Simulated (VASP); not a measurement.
# LuSc with PBEsol: from relaxation to properties

What structure does LuSc take at this level, and what are its properties? The steps: relaxing cell and atoms (PBEsol), second relaxation, density, ELF and potential (PBEsol), band structure (PBEsol), density of states (PBEsol), zone-centre phonons (PBEsol) and total and projected DOS (PBEsol), changed input. The cell is invented: it takes the structure of a Materials Project entry for Sc (space group 139 there), with some of its atoms replaced by other elements, volume scaled by an estimate. It may not be a known or stable phase. Left out of this account: 1 further run (elastic: elastic constants of a metal on too coarse a mesh).

Main program and level: VASP 6.6.1; PBEsol, 4f electrons in the core; plane waves and PAW (Lu_3, Sc_sv); invented cell.

### Step 1. Set-up

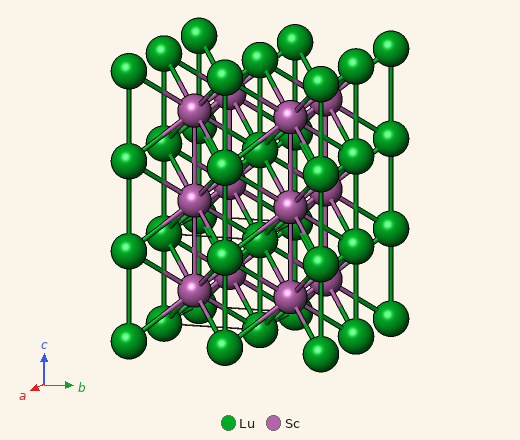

The cell as given, slightly off an axis (lutetium green, scandium purple). 2×2×3 cells are drawn. Some periodic images of atoms are drawn too.

### Step 2. Relaxing cell and atoms (PBEsol)

The start need not lie at this functional's minimum. ISIF = 3 frees volume, shape and positions, and EDIFFG sets the threshold on forces and stress at which the search stops. PBEsol restores the gradient expansion of exchange and is tuned for the cells of solids.

File INCAR:

```
SYSTEM = LuSc
PREC = Accurate
ENCUT = 400
EDIFF = 1E-06
NELM = 100
ISMEAR = 1
SIGMA = 0.2
LREAL = .FALSE.
ALGO = Normal
GGA = PS
LORBIT = 11
LWAVE = .FALSE.
LCHARG = .FALSE.
IBRION = 2
NSW = 60
ISIF = 3
EDIFFG = -0.01
```

File POSCAR:

```
LuSc
1.0
    3.9505810000      0.0000000000      0.0000000000
    0.0000000000      3.9505810000      0.0000000000
    0.0000000000      0.0000000000      3.5392820000
Lu Sc
1 1
Direct
    0.0000000000      0.0000000000      0.0000000000
    0.5000000000      0.5000000000      0.5000000000
```

File KPOINTS:

```
Automatic mesh
0
Gamma
7 7 8
0 0 0
```

PAW data sets: Lu_3 and Sc_sv (PBE family, release 64).

Run with:

```bash
> mpirun -np 1 vasp_std
```

Output:

```text
[banner, memory and clock lines left out]
running    1 mpi-ranks, on    1 nodes
 distrk:  each k-point on    1 cores,    1 groups
 distr:  one band on    1 cores,    1 groups

 POSCAR found type information on POSCAR LuSc
 POSCAR found :  2 types and       2 ions
|                                                                             |
|               ----> ADVICE to this user running VASP <----                  |
|                                                                             |
|     You enforced a specific xc type in the INCAR file but a different       |
|     [... a line on the potential file left out ...]
|     I HOPE YOU KNOW WHAT YOU ARE DOING!                                     |
|                                                                             |

 LDA part: xc-table for (Slater+PW92), standard interpolation
 POSCAR, INCAR and KPOINTS ok, starting setup
 FFT: planning ... GRIDC
 FFT: planning ... GRID_SOFT
 FFT: planning ... GRID
 WAVECAR not read
 entering main loop
       N       E                     dE             d eps       ncg     rms          rms(c)
DAV:   1     0.146055026033E+03    0.14606E+03   -0.93421E+03  2222   0.131E+03
DAV:   2    -0.820204643345E+01   -0.15426E+03   -0.15304E+03  2356   0.640E+02
DAV:   3    -0.122610376191E+02   -0.40590E+01   -0.39763E+01  2364   0.883E+01
DAV:   4    -0.125346623592E+02   -0.27362E+00   -0.26525E+00  2038   0.141E+01
DAV:   5    -0.125459861816E+02   -0.11324E-01   -0.11217E-01  2266   0.314E+00    0.208E+01
DAV:   6    -0.112693656825E+02    0.12766E+01   -0.68518E+00  2216   0.251E+01    0.956E+00
DAV:   7    -0.112053177100E+02    0.64048E-01   -0.33793E-01  2292   0.713E+00    0.492E+00
DAV:   8    -0.111951233234E+02    0.10194E-01   -0.83410E-02  2526   0.361E+00    0.415E-01
DAV:   9    -0.111938991077E+02    0.12242E-02   -0.77888E-03  2190   0.966E-01    0.150E-01
DAV:  10    -0.111938784638E+02    0.20644E-04   -0.76741E-04  2342   0.326E-01    0.398E-02
DAV:  11    -0.111938776577E+02    0.80603E-06   -0.85561E-05  2438   0.115E-01    0.898E-03
DAV:  12    -0.111938781322E+02   -0.47451E-06   -0.10960E-05  2064   0.378E-02    0.628E-03
DAV:  13    -0.111938775838E+02    0.54849E-06   -0.13691E-06  1342   0.153E-02
   1 F= -.11193878E+02 E0= -.11191679E+02  d E =-.111939E+02
 curvature:   0.00 expect dE= 0.000E+00 dE for cont linesearch  0.000E+00
 trial: gam= 0.00000 g(F)=  0.000E+00 g(S)=  0.812E-01 ort = 0.000E+00 (trialstep = 0.100E+01)
 search vector abs. value=  0.812E-01
 bond charge predicted
       N       E                     dE             d eps       ncg     rms          rms(c)
DAV:   1    -0.120853483817E+02   -0.89147E+00   -0.24522E+01  2170   0.993E+01    0.658E+00
DAV:   2    -0.113465038402E+02    0.73884E+00   -0.29247E+00  2236   0.237E+01    0.206E+00
DAV:   3    -0.112539304282E+02    0.92573E-01   -0.15975E-01  2550   0.725E+00    0.105E+00
DAV:   4    -0.112320325489E+02    0.21898E-01   -0.89055E-02  2482   0.498E+00    0.396E-01
DAV:   5    -0.112320191011E+02    0.13448E-04   -0.12224E-02  2300   0.103E+00    0.220E-01
DAV:   6    -0.112317706228E+02    0.24848E-03   -0.29972E-03  2480   0.737E-01    0.709E-02
DAV:   7    -0.112317875910E+02   -0.16968E-04   -0.20513E-04  2528   0.188E-01    0.212E-02
DAV:   8    -0.112317859196E+02    0.16714E-05   -0.50652E-05  2514   0.652E-02    0.651E-03
DAV:   9    -0.112317840033E+02    0.19163E-05   -0.46865E-06  1460   0.241E-02    0.290E-03
DAV:  10    -0.112317835806E+02    0.42271E-06   -0.25115E-06  1398   0.190E-02
   2 F= -.11231784E+02 E0= -.11230434E+02  d E =-.379060E-01
[...]
3 F= -.11232095E+02 E0= -.11230668E+02  d E =-.382174E-01
[...]
4 F= -.11233653E+02 E0= -.11232355E+02  d E =-.155853E-02
[...]
5 F= -.11236413E+02 E0= -.11235411E+02  d E =-.431761E-02
[...]
6 F= -.11236920E+02 E0= -.11235920E+02  d E =-.482534E-02
[...]
7 F= -.11235923E+02 E0= -.11234801E+02  d E =0.996881E-03
 trial-energy change:    0.000997  1 .order    0.000989   -0.001488    0.003466
 step:   0.8221(harm=  0.8277)  dis= 0.00000  next Energy=   -11.237142 (dE=-0.222E-03)
 bond charge predicted
       N       E                     dE             d eps       ncg     rms          rms(c)
DAV:   1    -0.112604375660E+02   -0.24514E-01   -0.69572E-01  2280   0.174E+01    0.108E+00
DAV:   2    -0.112405167010E+02    0.19921E-01   -0.11533E-01  2044   0.420E+00    0.334E-01
DAV:   3    -0.112379936104E+02    0.25231E-02   -0.76666E-03  2666   0.156E+00    0.185E-01
DAV:   4    -0.112371420543E+02    0.85156E-03   -0.33147E-03  2586   0.995E-01    0.675E-02
DAV:   5    -0.112371437101E+02   -0.16558E-05   -0.22740E-04  2238   0.152E-01    0.294E-02
DAV:   6    -0.112371427439E+02    0.96615E-06   -0.38939E-05  2610   0.120E-01    0.784E-03
DAV:   7    -0.112371422500E+02    0.49392E-06   -0.38460E-06  1256   0.292E-02
   8 F= -.11237142E+02 E0= -.11236108E+02  d E =-.221975E-03
 curvature:  -0.52 expect dE=-0.212E-05 dE for cont linesearch -0.188E-06
 trial: gam=-0.01156 g(F)=  0.126E-62 g(S)=  0.408E-05 ort =-0.157E-04 (trialstep = 0.237E+01)
 search vector abs. value=  0.453E-05
 reached required accuracy - stopping structural energy minimisation
```

Run time: 52 s. Hardware: 1 MPI rank of Intel Xeon 6975P-C (Granite Rapids), shared host; peak memory 0.17 GiB.

The logs omit lines about the potential files and the build; timing stands in the text.

Parts of OUTCAR (step 2):

```text
ion  position               nearest neighbor table
   1  0.000  0.000  0.000-   2 3.31   2 3.31   2 3.31   2 3.31   2 3.31   2 3.31   2 3.31   2 3.31

  LATTYP: Found a simple tetragonal cell.
 ALAT       =     3.9505810000
 C/A-ratio  =     0.8958889844

 Subroutine GETGRP returns: Found 16 space group operations
 (whereof 16 operations were pure point group operations)

The static configuration has the point symmetry D_4h.

 Found     50 irreducible k-points:

   k-points           NKPTS =     50   k-points in BZ     NKDIM =     50   number of bands    NBANDS=     14

   dimension x,y,z NGX =    28 NGY =   28 NGZ =   24
   dimension x,y,z NGXF=    56 NGYF=   56 NGZF=   48

   ENCUT  =  400.0 eV  29.40 Ry    5.42 a.u.   6.44  6.44  5.77*2*pi/ulx,y,z

   NELECT =      20.0000    total number of electrons

 k-points in reciprocal lattice and weights: Automatic mesh
   0.00000000  0.00000000  0.00000000       0.003
   0.14285714  0.00000000  0.00000000       0.010
   0.28571429  0.00000000  0.00000000       0.010
   0.42857143  0.00000000  0.00000000       0.010
   0.14285714  0.14285714  0.00000000       0.010
   0.28571429  0.14285714  0.00000000       0.020
   0.42857143  0.14285714  0.00000000       0.020
   0.28571429  0.28571429  0.00000000       0.010
   0.42857143  0.28571429  0.00000000       0.020
[...]
0.42857143  0.28571429  0.50000000       0.020
   0.42857143  0.42857143  0.50000000       0.010

 average (electrostatic) potential at core
       1 -31.5866       2 -47.4682

 E-fermi :   3.4351

 k-point     1 :       0.0000    0.0000    0.0000
  band No.  band energies     occupation
    ...
      6     -23.0889      2.00000
      7     -23.0736      2.00000
      8      -2.4192      2.00000
      9       1.9317      2.00000
     10       1.9924      2.00000
     11       4.9538     -0.00000
     12       5.1131     -0.00000
     13       5.1131     -0.00000
     14       6.9111     -0.00000

 k-point     2 :       0.1429    0.0000    0.0000
  band No.  band energies     occupation
    ...
      6     -23.0915      2.00000
      7     -23.0757      2.00000
      8      -2.1239      2.00000
      9       2.0457      2.00000
     10       2.1537      2.00000
     11       4.9080     -0.00000
     12       5.0656     -0.00000
     13       5.2153     -0.00000
     14       6.5767     -0.00000

 k-point     3 :       0.2857    0.0000    0.0000
  band No.  band energies     occupation
    ...
      6     -23.0973      2.00000
      7     -23.0804      2.00000
      8      -1.2979      2.00000
      9       2.0473      2.00000
     10       2.6569      2.00000
     11       4.8434     -0.00000
     12       4.9939     -0.00000
     13       5.4834     -0.00000
     14       5.6598     -0.00000

  Total        0.0062657      0.0062657     -0.0095212      0.0000000      0.0000000     -0.0000000
  in kB        0.1948941      0.1948941     -0.2961561      0.0000000      0.0000000     -0.0000000
  external PRESSURE =       0.0312107 kB  Pullay stress =       0.0000000 kB

  energy-cutoff  :      400.00
  volume of cell :       51.51
      direct lattice vectors                 reciprocal lattice vectors
     3.749313383  0.000000000 -0.000000000     0.266715502  0.000000000 -0.000000000
     0.000000000  3.749313383  0.000000000     0.000000000  0.266715502  0.000000000
     0.000000000  0.000000000  3.664208232     0.000000000 -0.000000000  0.272910254

 POSITION                                       TOTAL-FORCE (eV/Angst)
 -----------------------------------------------------------------------------------
      0.00000      0.00000     -0.00000        -0.000000      0.000000      0.000000
      1.87466      1.87466      1.83210         0.000000      0.000000      0.000000
 -----------------------------------------------------------------------------------
    total drift:                                0.000000      0.000000      0.000000

  FREE ENERGIE OF THE ION-ELECTRON SYSTEM (eV)
  ---------------------------------------------------
  free  energy   TOTEN  =       -11.2371422500 eV

  energy  without entropy=      -11.2340405362  energy(sigma->0) =      -11.23610835

 reached required accuracy - stopping structural energy minimisation

 total charge
# of ion       s       p       d       tot
------------------------------------------
    1        0.512   6.429   0.982   7.923
    2        2.278   6.120   0.997   9.395
--------------------------------------------------
tot          2.790  12.549   1.979  17.318

[... 3 further parts left out ...]
```

CONTCAR:

```
LuSc
   1.00000000000000
     3.7493133829946448    0.0000000000000000   -0.0000000000000000
     0.0000000000000000    3.7493133829946448    0.0000000000000000
     0.0000000000000000    0.0000000000000000    3.6642082318951932
  Lu              Sc
     1     1
Direct
     0.0000000000000000    0.0000000000000000    0.0000000000000000
     0.5000000000000000    0.5000000000000000    0.5000000000000000
```

The data set Lu_3 holds the 4f electrons frozen in the core, so no f bands or f moments appear. The k-mesh is coarse for a metal. The PAW data sets were made with PBE, which is usual practice but a small mismatch for other functionals. The run keeps the 16 symmetry operations of its start, so it cannot find a distortion of lower symmetry.

The steps of the relaxation:

```
step  energy less that of the first step (eV)  largest force (eV/Å)  pressure (GPa)  volume (Å³)
   1                                   0.0000                0.0000           -3.05        55.24
   2                                  -0.0379                0.0000            0.37        51.14
   3                                  -0.0382                0.0000            0.06        51.46
   4                                  -0.0398                0.0000            0.06        51.45
   5                                  -0.0425                0.0000            0.10        51.40
   6                                  -0.0430                0.0000            0.28        51.24
   7                                  -0.0420                0.0000           -0.60        52.14
   8                                  -0.0433                0.0000            0.00        51.51
```

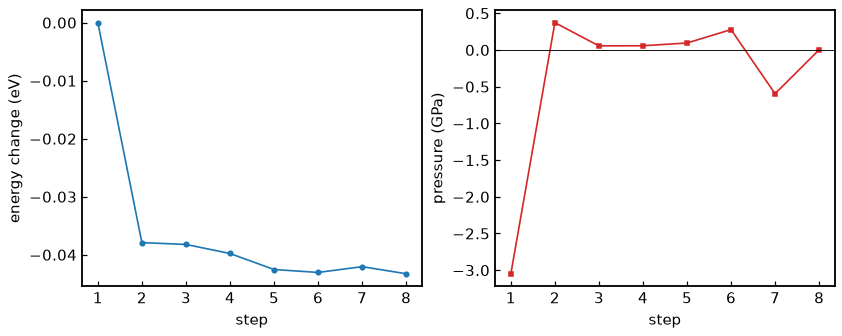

Energy and pressure along the relaxation.

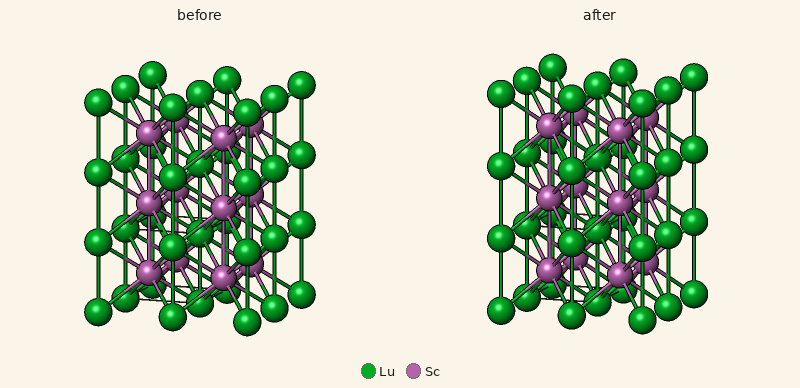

The structure before and after the relaxation, drawn at the same scale.

```
conventional cell, symmetrised  before  after  change
                         a (Å)   3.951  3.749  -5.1 %
                         b (Å)   3.951  3.749  -5.1 %
                         c (Å)   3.539  3.664  +3.5 %
              volume (Å³/atom)   27.62  25.75  -6.8 %
```

The relaxed structure:

```xyz
2
Lattice="3.7493 0.0000 0.0000 0.0000 3.7493 0.0000 0.0000 0.0000 3.6642" Properties=species:S:1:pos:R:3 pbc="T T T"
Lu    0.0000    0.0000    0.0000
Sc    1.8747    1.8747    1.8321
```

This step gave:

```yaml
electrons: 20
bands: 14
irreducible_k_points: 50
symmetry_operations: 16
free_energy_toten: -11.24 eV
energy_at_zero_smearing: -11.24 eV
fermi_energy: 3.435 eV
pressure: 0.003121 GPa
metallic: yes
scf_cycles_over_all_ionic_steps: 65
```

It ends with forces that vanish by symmetry and a pressure of 0.00 GPa.

### Step 3. Second relaxation

A relaxation keeps the plane waves of the cell it began with, so it is repeated from the new cell, on a basis made for it. The mesh changes with the cell too.

INCAR is that of step 2.

File POSCAR:

```
LuSc
1.0
    3.7493133830      0.0000000000      0.0000000000
    0.0000000000      3.7493133830      0.0000000000
    0.0000000000      0.0000000000      3.6642082319
Lu Sc
1 1
Direct
    0.0000000000      0.0000000000      0.0000000000
    0.5000000000      0.5000000000      0.5000000000
```

File KPOINTS:

```
Automatic mesh
0
Gamma
7 7 7
0 0 0
```

Run with:

```bash
> mpirun -np 1 vasp_std
```

Output:

```text
[banner, memory and clock lines left out]
running    1 mpi-ranks, on    1 nodes
 distrk:  each k-point on    1 cores,    1 groups
 distr:  one band on    1 cores,    1 groups

 POSCAR found type information on POSCAR LuSc
 POSCAR found :  2 types and       2 ions
 [... a notice as in an earlier step ...]

 LDA part: xc-table for (Slater+PW92), standard interpolation
 POSCAR, INCAR and KPOINTS ok, starting setup
 FFT: planning ... GRIDC
 FFT: planning ... GRID_SOFT
 FFT: planning ... GRID
 WAVECAR not read
 entering main loop
       N       E                     dE             d eps       ncg     rms          rms(c)
DAV:   1     0.139146468896E+03    0.13915E+03   -0.93641E+03  1766   0.131E+03
DAV:   2    -0.841240624446E+01   -0.14756E+03   -0.14647E+03  1892   0.673E+02
DAV:   3    -0.122352195935E+02   -0.38228E+01   -0.37319E+01  1794   0.843E+01
DAV:   4    -0.125247992049E+02   -0.28958E+00   -0.28378E+00  1712   0.149E+01
DAV:   5    -0.125333198212E+02   -0.85206E-02   -0.85172E-02  1758   0.319E+00    0.213E+01
DAV:   6    -0.112965776058E+02    0.12367E+01   -0.62971E+00  1768   0.263E+01    0.975E+00
DAV:   7    -0.112452676702E+02    0.51310E-01   -0.22218E-01  1792   0.658E+00    0.476E+00
DAV:   8    -0.112363876394E+02    0.88800E-02   -0.69931E-02  1842   0.361E+00    0.339E-01
DAV:   9    -0.112356090963E+02    0.77854E-03   -0.16145E-02  2016   0.142E+00    0.125E-01
DAV:  10    -0.112353078277E+02    0.30127E-03   -0.49543E-03  1776   0.756E-01    0.743E-02
DAV:  11    -0.112352598013E+02    0.48026E-04   -0.36756E-04  1888   0.224E-01    0.142E-02
DAV:  12    -0.112352614304E+02   -0.16291E-05   -0.74138E-05  1954   0.679E-02    0.123E-02
DAV:  13    -0.112352604188E+02    0.10116E-05   -0.58515E-06  1194   0.238E-02    0.340E-03
DAV:  14    -0.112352602791E+02    0.13968E-06   -0.72536E-07  1004   0.162E-02
   1 F= -.11235260E+02 E0= -.11233855E+02  d E =-.112353E+02
 curvature:   0.00 expect dE= 0.000E+00 dE for cont linesearch  0.000E+00
 trial: gam= 0.00000 g(F)=  0.000E+00 g(S)=  0.392E-05 ort = 0.000E+00 (trialstep = 0.100E+01)
 search vector abs. value=  0.393E-05
 reached required accuracy - stopping structural energy minimisation
```

It took 5.8 s on 1 MPI rank; peak memory 0.14 GiB.

Parts of OUTCAR (step 3):

```text
  LATTYP: Found a simple tetragonal cell.
 ALAT       =     3.7493133830
 C/A-ratio  =     0.9773011369

The static configuration has the point symmetry D_4h.

 Found     40 irreducible k-points:

   k-points           NKPTS =     40   k-points in BZ     NKDIM =     40   number of bands    NBANDS=     14

   dimension x,y,z NGX =    24 NGY =   24 NGZ =   24
   dimension x,y,z NGXF=    48 NGYF=   48 NGZF=   48

   ENCUT  =  400.0 eV  29.40 Ry    5.42 a.u.   6.11  6.11  5.98*2*pi/ulx,y,z

   NELECT =      20.0000    total number of electrons

 E-fermi :   3.4345

 k-point     1 :       0.0000    0.0000    0.0000
  band No.  band energies     occupation
    ...
      6     -23.0910      2.00000
      7     -23.0771      2.00000
      8      -2.4192      2.00000
      9       1.9324      2.00000
     10       1.9924      2.00000
     11       4.9560     -0.00000
     12       5.1143     -0.00000
     13       5.1143     -0.00000
     14       6.9110     -0.00000

 k-point     2 :       0.1429    0.0000    0.0000
  band No.  band energies     occupation
    ...
      6     -23.0936      2.00000
      7     -23.0792      2.00000
      8      -2.1239      2.00000
      9       2.0463      2.00000
     10       2.1538      2.00000
     11       4.9101     -0.00000
     12       5.0669     -0.00000
     13       5.2166     -0.00000
     14       6.5767     -0.00000

  Total       -0.0057436     -0.0057436      0.0098356      0.0000000      0.0000000      0.0000000
  in kB       -0.1786536     -0.1786536      0.3059354      0.0000000      0.0000000      0.0000000
  external PRESSURE =      -0.0171239 kB  Pullay stress =       0.0000000 kB

  energy-cutoff  :      400.00
  volume of cell :       51.51
      direct lattice vectors                 reciprocal lattice vectors
     3.749313383  0.000000000  0.000000000     0.266715502  0.000000000  0.000000000
     0.000000000  3.749313383  0.000000000     0.000000000  0.266715502  0.000000000
     0.000000000  0.000000000  3.664208232     0.000000000  0.000000000  0.272910254

 POSITION                                       TOTAL-FORCE (eV/Angst)
 -----------------------------------------------------------------------------------
      0.00000      0.00000      0.00000         0.000000      0.000000      0.000000
      1.87466      1.87466      1.83210         0.000000      0.000000      0.000000
 -----------------------------------------------------------------------------------
    total drift:                                0.000000      0.000000     -0.000000

  FREE ENERGIE OF THE ION-ELECTRON SYSTEM (eV)
  ---------------------------------------------------
  free  energy   TOTEN  =       -11.2352602791 eV

  energy  without entropy=      -11.2310440321  energy(sigma->0) =      -11.23385486

 total charge
# of ion       s       p       d       tot
------------------------------------------
    1        0.512   6.429   0.981   7.922
    2        2.278   6.120   0.998   9.395
--------------------------------------------------
tot          2.790  12.549   1.979  17.317

[... 2 parts as in an earlier step ...]

[... 7 further parts left out ...]
```

Little changed from the start: no atom moved by 0.005 Å and no cell edge by 0.1 %.

This step gave:

```yaml
irreducible_k_points: 40
energy_at_zero_smearing: -11.23 eV
fermi_energy: 3.434 eV
pressure: -0.001712 GPa
scf_cycles_over_all_ionic_steps: 14
```

It ends with forces that vanish by symmetry and a pressure of 0.00 GPa. The volume moved by under 0.01 %: the run met its threshold at the first step.

(Continued in part 2 of 4.)

[Lines on the potential files, build, host, timing and source positions are cut from VASP's logs without a mark.]

[Logs are printed without paths, hosts, clocks, repeated set-up lines and the standing remarks that a program may print on its own settings, such as how far it seeks lower states.]

[Hosts, paths, dates, database ids (printed as entryN), source tags and the programs' standing remarks are cut or masked in the printed files.]

[A measured line is paired with the nearest computed mode of its activity, which favours agreement.]

[In band tables of VASP the shares of atoms and orbitals are scaled to a sum of 1 inside the atoms' spheres.]
